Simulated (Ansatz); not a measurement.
Al2Cu (I4/mcm): Drude plasma energy along x against volume

The cell of Al2Cu (I4/mcm) is scaled evenly and the response computed anew at each volume, on one mesh. The atoms keep their fractional positions. x, y and z are the Cartesian axes of the input cell.

Symmetry: I4/mcm, No. 140, tetragonal system. Conventional cell: a = 6.067 Å, b = 6.067 Å, c = 4.877 Å, α = 90.00°, β = 90.00°, γ = 90.00°. Cu on site a has 2 Cu at 2.44 Å and 8 Al at 2.59 Å as nearest neighbours. Al on site h is surrounded by 4 Cu at 2.59 Å and 3 Al at 2.71 to 2.90 Å.

Method: Ansatz 0.2.0, LDA, independent particles, k-mesh 8×8×8 with interpolation inside its cells, Gaussian parameter 0.1 eV.

Launch of the response step: `ansatz run input.yaml --threads 4 --pin off --max-ram 8192MiB --backend cpu --events-out ev --progress --plain --runs-dir out`. The series took 14.5 min in all, on 4 threads of Intel(R) Xeon(R) Processor @ 2.50GHz (Skylake/Cascade Lake), with other jobs on the host.

| V/V₀ | V (Å³, primitive cell) | Drude plasma energy along x (eV) |
| --- | --- | --- |
| 0.94 | 84.37 | ? |
| 0.96 | 86.17 | 8.6430 |
| 0.98 | 87.96 | 8.6564 |
| 1.00 | 89.76 | 8.6676 |
| 1.02 | 91.55 | 8.6783 |
| 1.04 | 93.35 | 8.6877 |
| 1.06 | 95.14 | 8.6994 |

For small changes the quantity should be close to linear in ln V.

Working, on the rows shown:

| x = ln(V/V₀) | y = Drude plasma energy along x |
| --- | --- |
| -0.040822 | 8.643 |
| -0.0202027 | 8.6564 |
| 0 | 8.6676 |
| 0.0198026 | 8.6783 |
| 0.0392207 | 8.6877 |
| 0.0582689 | 8.6994 |

Means: x̄ = 0.0093779, ȳ = 8.6721. Σ(x − x̄)(y − ȳ) = 0.003832, Σ(x − x̄)² = 0.006873. Slope = 0.003832 / 0.006873 = 0.5576; intercept = ȳ − slope · x̄ = 8.6668. The line misses the rows shown by at most 0.0011 eV.

**Question.** Fill in the last column of the withheld row.

**Answer.** At x = -0.061875 the line gives y = 8.6323 eV. The run gave 8.6260 eV, so the extrapolation is off by 0.0063 eV, 9 % of the range in the table. Beyond its data the fit drifts from the curve.

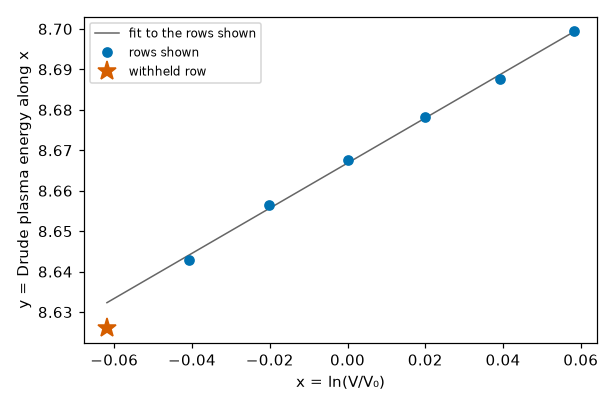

Between the rows on either side of x = 0 the slope is (8.6783 − 8.6564) / (0.019803 − (-0.020203)) = 0.5474. So d ln ωp/d ln V = +0.06; free electrons would give −0.50. The values come from a sum over the points of one k-mesh and carry its error, which is largest for Fermi-surface quantities.
